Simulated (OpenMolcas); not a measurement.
Run report: Se⁴⁺, multiconfigurational calculation

System: Se⁴⁺.
Method: state-averaged SS-RASPT2, IPEA shift 0.25, imaginary shift 0.1 hartree, closed shells 3d correlated, active space 2 electrons in the shells 4s 4p 4d; RAS3 4d with at most 2 electrons, basis ANO-RCC, DKH2 scalar Hamiltonian, spin-orbit coupling by RASSI with atomic mean-field integrals (OpenMolcas).

Summary:

- outcome: converged
- lowest level: 4s² ¹S₀
- first excited level: 4s 4p ³P°₀, 88,169 cm⁻¹ (measured: 89,749)
- energy of the lowest spin-free term: −2424.46699 hartree
- energy of the lowest spin-orbit level: −2424.46700 hartree
- CASPT2 correlation energy: −0.2086 hartree
- largest spread among components of a term: 6.1 cm⁻¹
- lowest reference weight: 0.977
- hardware: 1 thread of Arm Neoverse V1, 24 GiB of memory available, shared host
- wall time: 16 s

Remarks:

The run is of multi-state type; this report uses its single-state energies. To bear in mind: extra active shells serve correlation only, their own levels not computed; only configurations of the active space are included.

Input:
```
&GATEWAY
Coord
1

Se 0.0 0.0 0.0
Basis=ANO-RCC
Group=XYZ
NoMove
AngMom=0.0 0.0 0.0
AMFI
&SEWARD
&RASSCF
FileOrb=start.orb
Symmetry=1
Spin=3
nActEl=2 0 0
Inactive=8 6
Ras2=1 3
CIRoot=3 3 1
SDav=3
CIMx=300
Iter=120 100
PrWF=0.3
OrbListing=Nothing
MaxOrb=0
Atom
>>> COPY $Project.JobIph JOBPRE
&RASSCF
FileOrb=start.orb
Symmetry=1
Spin=3
nActEl=2 0 2
Inactive=8 6
Ras2=1 3
Ras3=5 0
CIRoot=3 3 1
SDav=18
CIMx=300
Iter=120 100
PrWF=0.3
OrbListing=Nothing
MaxOrb=0
Thrs=2.0e-7 1.0e-1 5.0e-4
Atom
>>> COPY $Project.JobIph JOB001
&RASSCF
FileOrb=start.orb
Symmetry=1
Spin=1
nActEl=2 0 2
Inactive=8 6
Ras2=1 3
Ras3=5 0
CIRoot=7 7 1
SDav=27
CIMx=300
Iter=120 100
PrWF=0.3
OrbListing=Nothing
MaxOrb=0
Thrs=2.0e-7 1.0e-1 5.0e-4
Atom
>>> COPY $Project.JobIph JOB002
&RASSCF
FileOrb=start.orb
Symmetry=2
Spin=3
nActEl=2 0 2
Inactive=8 6
Ras2=1 3
Ras3=5 0
CIRoot=3 3 1
SDav=18
CIMx=300
Iter=120 100
PrWF=0.3
OrbListing=Nothing
MaxOrb=0
Thrs=2.0e-7 1.0e-1 5.0e-4
Atom
>>> COPY $Project.JobIph JOB003
&RASSCF
FileOrb=start.orb
Symmetry=2
Spin=1
nActEl=2 0 2
Inactive=8 6
Ras2=1 3
Ras3=5 0
CIRoot=3 3 1
SDav=18
CIMx=300
Iter=120 100
PrWF=0.3
OrbListing=Nothing
MaxOrb=0
Thrs=2.0e-7 1.0e-1 5.0e-4
Atom
>>> COPY $Project.JobIph JOB004
&RASSI
NrOfJobIphs=4 3 7 3 3
1 2 3
1 2 3 4 5 6 7
1 2 3
1 2 3
IphNames
JOB001
JOB002
JOB003
JOB004
EJob
SpinOrbit
DIPRint=1.0
SOCoupling=1000.0
Subsets=2
MEES
Property=10
'ANGMOM' 1 'ANGMOM' 2 'ANGMOM' 3 'MLTPL  1' 1 'MLTPL  1' 2 'MLTPL  1' 3
'AMFI' 1 'AMFI' 2 'AMFI' 3 'MLTPL  2' 6
SOProperty=3
'ANGMOM' 1 'ANGMOM' 2 'ANGMOM' 3
>>> COPY JOB001 $Project.JobIph
&CASPT2
Multistate=3 1 2 3
Frozen=3 6
IPEA=0.25
Imaginary=0.1
MaxIter=60
WThr=0.0 0.3 0.05
PrWF=0.5
NoMix
>>> COPY JOB002 $Project.JobIph
&CASPT2
Multistate=7 1 2 3 4 5 6 7
Frozen=3 6
IPEA=0.25
Imaginary=0.1
MaxIter=60
WThr=0.0 0.3 0.05
PrWF=0.5
NoMix
>>> COPY JOB003 $Project.JobIph
&CASPT2
Multistate=3 1 2 3
Frozen=3 6
IPEA=0.25
Imaginary=0.1
MaxIter=60
WThr=0.0 0.3 0.05
PrWF=0.5
NoMix
>>> COPY JOB004 $Project.JobIph
&CASPT2
Multistate=3 1 2 3
Frozen=3 6
IPEA=0.25
Imaginary=0.1
MaxIter=60
WThr=0.0 0.3 0.05
PrWF=0.5
NoMix
```

The file start.orb holds starting orbitals from an earlier step. A driver script formed the levels outside the program, from RASSI's spin-orbit matrix and the CASPT2 energies (for multi-state variants, the effective Hamiltonian), averaged over the components of each term or state. The log and the time are those of the CASPT2 step.

Launched with:
```bash
OMP_NUM_THREADS=1 MOLCAS_MEM=2252 MOLCAS_PROJECT=a pymolcas a.inp > a.log  # once for each step of the input, in one work folder
```

The program's output (extracts):
```
--- CASPT2 ---
Orbital specifications:
      -----------------------

      Symmetry species                           1   2
                                                ag  au
      Frozen orbitals                            3   6
      Inactive orbitals                          5   0
      Active orbitals                            6   3
      Secondary orbitals                        43  43
      Deleted orbitals                           0   0
      Number of basis functions                 57  52
Type of calculation                        MS-CASPT2
      Fock operator                              state-specific
      IPEA shift                                 0.25
      Real shift                                 0.00
      Imaginary shift                            0.10
      The input orbitals will be transformed to quasi-canonical
Reference energy:       -2423.2918513829
      E2 (Non-variational):      -0.1999735773
      Shift correction:          -0.0000180441
      E2 (Variational):          -0.1999916214
      Total energy:           -2423.4918430043
      Residual norm:              0.0000001142
      Reference weight:           0.98408
      Contributions to the CASPT2 correlation energy
      Active & Virtual Only:         -0.0012128559
      One Inactive Excited:          -0.0355668174
      Two Inactive Excited:          -0.1631939041
Reference energy:       -2423.2918513828
      E2 (Non-variational):      -0.1999735720
      Shift correction:          -0.0000180441
      E2 (Variational):          -0.1999916162
      Total energy:           -2423.4918429989
      Residual norm:              0.0000001142
      Reference weight:           0.98408
      Contributions to the CASPT2 correlation energy
      Active & Virtual Only:         -0.0012128557
      One Inactive Excited:          -0.0355668123
      Two Inactive Excited:          -0.1631939041
::    CASPT2 Root  1     Total energy:  -2423.49184300
::    CASPT2 Root  2     Total energy:  -2423.49184300
::    CASPT2 Root  3     Total energy:  -2423.49184300
::    MS-CASPT2 Root  1     Total energy:  -2423.49184300
::    MS-CASPT2 Root  2     Total energy:  -2423.49184300
::    MS-CASPT2 Root  3     Total energy:  -2423.49184300
--- CASPT2 ---
Orbital specifications:
      -----------------------

      Symmetry species                           1   2
                                                ag  au
      Frozen orbitals                            3   6
      Inactive orbitals                          5   0
      Active orbitals                            6   3
      Secondary orbitals                        43  43
      Deleted orbitals                           0   0
      Number of basis functions                 57  52
Type of calculation                        MS-CASPT2
      Fock operator                              state-specific
      IPEA shift                                 0.25
      Real shift                                 0.00
      Imaginary shift                            0.10
      The input orbitals will be transformed to quasi-canonical
Reference energy:       -2424.2583866013
      E2 (Non-variational):      -0.2085806046
      Shift correction:          -0.0000206840
      E2 (Variational):          -0.2086012885
      Total energy:           -2424.4669878898
      Residual norm:              0.0000000449
      Reference weight:           0.98290
      Contributions to the CASPT2 correlation energy
      Active & Virtual Only:         -0.0054873608
      One Inactive Excited:          -0.0392985683
      Two Inactive Excited:          -0.1637946754
Reference energy:       -2423.3085336062
      E2 (Non-variational):      -0.1926732502
      Shift correction:          -0.0000192157
      E2 (Variational):          -0.1926924659
      Total energy:           -2423.5012260721
      Residual norm:              0.0000001340
      Reference weight:           0.98482
      Contributions to the CASPT2 correlation energy
      Active & Virtual Only:         -0.0016931616
      One Inactive Excited:          -0.0286841877
      Two Inactive Excited:          -0.1622959009
::    CASPT2 Root  1     Total energy:  -2424.46698789
::    CASPT2 Root  2     Total energy:  -2423.50122607
::    CASPT2 Root  3     Total energy:  -2423.50119807
::    CASPT2 Root  4     Total energy:  -2423.50120054
::    CASPT2 Root  5     Total energy:  -2423.50122608
::    CASPT2 Root  6     Total energy:  -2423.50121227
::    CASPT2 Root  7     Total energy:  -2423.34278737
::    MS-CASPT2 Root  1     Total energy:  -2424.46741228
::    MS-CASPT2 Root  2     Total energy:  -2423.50122684
::    MS-CASPT2 Root  3     Total energy:  -2423.50122564
::    MS-CASPT2 Root  4     Total energy:  -2423.50121204
::    MS-CASPT2 Root  5     Total energy:  -2423.50120054
::    MS-CASPT2 Root  6     Total energy:  -2423.50119805
::    MS-CASPT2 Root  7     Total energy:  -2423.34236290
--- CASPT2 ---
Orbital specifications:
      -----------------------

      Symmetry species                           1   2
                                                ag  au
      Frozen orbitals                            3   6
      Inactive orbitals                          5   0
      Active orbitals                            6   3
      Secondary orbitals                        43  43
      Deleted orbitals                           0   0
      Number of basis functions                 57  52
Type of calculation                        MS-CASPT2
      Fock operator                              state-specific
      IPEA shift                                 0.25
      Real shift                                 0.00
      Imaginary shift                            0.10
      The input orbitals will be transformed to quasi-canonical
Reference energy:       -2423.8537595265
      E2 (Non-variational):      -0.1975598510
      Shift correction:          -0.0000163289
      E2 (Variational):          -0.1975761799
      Total energy:           -2424.0513357064
      Residual norm:              0.0000005089
      Reference weight:           0.98479
      Contributions to the CASPT2 correlation energy
      Active & Virtual Only:         -0.0009911682
      One Inactive Excited:          -0.0323401621
      Two Inactive Excited:          -0.1642285207
Reference energy:       -2423.8537595265
      E2 (Non-variational):      -0.1975598461
      Shift correction:          -0.0000163289
      E2 (Variational):          -0.1975761749
      Total energy:           -2424.0513357015
      Residual norm:              0.0000005089
      Reference weight:           0.98479
      Contributions to the CASPT2 correlation energy
      Active & Virtual Only:         -0.0009911680
      One Inactive Excited:          -0.0323401574
      Two Inactive Excited:          -0.1642285207
::    CASPT2 Root  1     Total energy:  -2424.05133571
::    CASPT2 Root  2     Total energy:  -2424.05133570
::    CASPT2 Root  3     Total energy:  -2424.05133570
::    MS-CASPT2 Root  1     Total energy:  -2424.05133571
::    MS-CASPT2 Root  2     Total energy:  -2424.05133570
::    MS-CASPT2 Root  3     Total energy:  -2424.05133570
--- CASPT2 ---
Orbital specifications:
      -----------------------

      Symmetry species                           1   2
                                                ag  au
      Frozen orbitals                            3   6
      Inactive orbitals                          5   0
      Active orbitals                            6   3
      Secondary orbitals                        43  43
      Deleted orbitals                           0   0
      Number of basis functions                 57  52
Type of calculation                        MS-CASPT2
      Fock operator                              state-specific
      IPEA shift                                 0.25
      Real shift                                 0.00
      Imaginary shift                            0.10
      The input orbitals will be transformed to quasi-canonical
Reference energy:       -2423.6526142632
      E2 (Non-variational):      -0.2151116022
      Shift correction:          -0.0000259457
      E2 (Variational):          -0.2151375480
      Total energy:           -2423.8677518111
      Residual norm:              0.0000000601
      Reference weight:           0.98121
      Contributions to the CASPT2 correlation energy
      Active & Virtual Only:         -0.0078721219
      One Inactive Excited:          -0.0434750623
      Two Inactive Excited:          -0.1637644181
Reference energy:       -2423.6526142632
      E2 (Non-variational):      -0.2151115995
      Shift correction:          -0.0000259457
      E2 (Variational):          -0.2151375452
      Total energy:           -2423.8677518084
      Residual norm:              0.0000000601
      Reference weight:           0.98121
      Contributions to the CASPT2 correlation energy
      Active & Virtual Only:         -0.0078721236
      One Inactive Excited:          -0.0434750578
      Two Inactive Excited:          -0.1637644181
::    CASPT2 Root  1     Total energy:  -2423.86775181
::    CASPT2 Root  2     Total energy:  -2423.86775181
::    CASPT2 Root  3     Total energy:  -2423.86775137
::    MS-CASPT2 Root  1     Total energy:  -2423.86775181
::    MS-CASPT2 Root  2     Total energy:  -2423.86775181
::    MS-CASPT2 Root  3     Total energy:  -2423.86775137
```

Spin-orbit levels, grouped by J and assigned:

```tsv
Configuration	Level	E (cm⁻¹)	LS purity (%)	Landé g
4s²	¹S₀	0	100	–
4s 4p	³P°₀	88,170	100	–
4s 4p	³P°₁	89,600	100	1.500
4s 4p	³P°₂	92,760	100	1.501
4s 4p	¹P°₁	131,600	100	1.001
4p²	³P₀	210,600	99	–
4p²	¹D₂	211,200	84	1.079
4p²	³P₁	212,500	100	1.501
4p²	³P₂	216,300	84	1.422
```

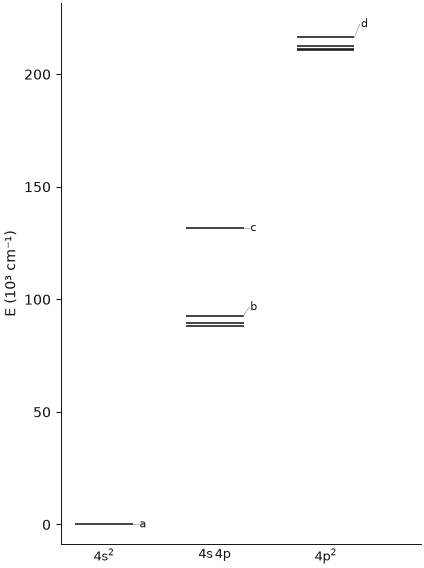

*The lowest computed levels of Se⁴⁺ (selenium, Z = 34), 4 of them lettered.*

a: 4s² ¹S₀ at 0; b: 4s 4p ³P°₂ at 92,800 cm⁻¹; c: 4s 4p ¹P°₁ at 132,000 cm⁻¹; d: 4p² ³P₂ at 216,000 cm⁻¹.

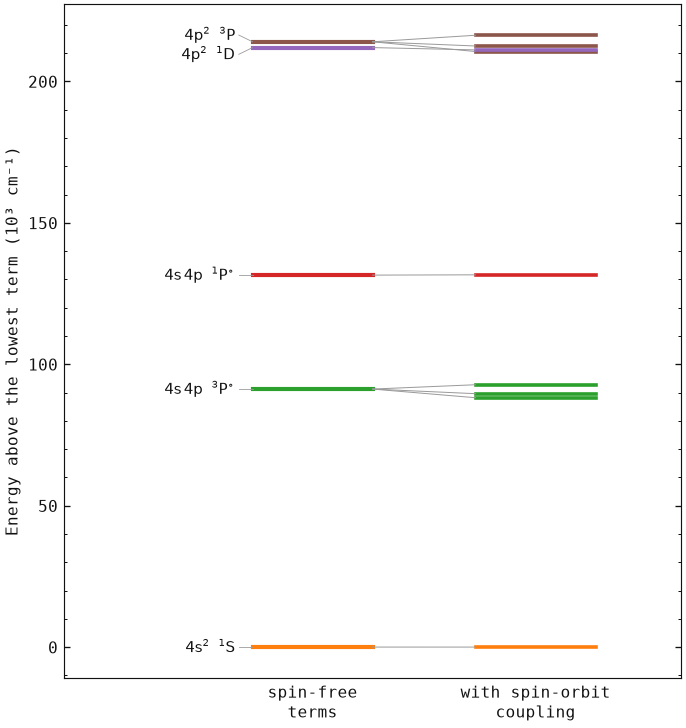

*Terms of Se V (Se⁴⁺) without and with spin-orbit coupling; the J values are left off.*

4s² ¹S (at 0) gives the one level J = 0; 4s 4p ³P° (at 91,200 cm⁻¹) splits over 4,590 cm⁻¹ into J = 0, 1, 2 from the bottom up (normal); 4s 4p ¹P° (at 132,000 cm⁻¹) gives the one level J = 1; 4p² ¹D (at 212,000 cm⁻¹) gives the one level J = 2; 4p² ³P (at 214,000 cm⁻¹) splits over 5,750 cm⁻¹ into J = 0, 1, 2 from the bottom up (normal). The ground level lies 2.58 cm⁻¹ below the lowest term.
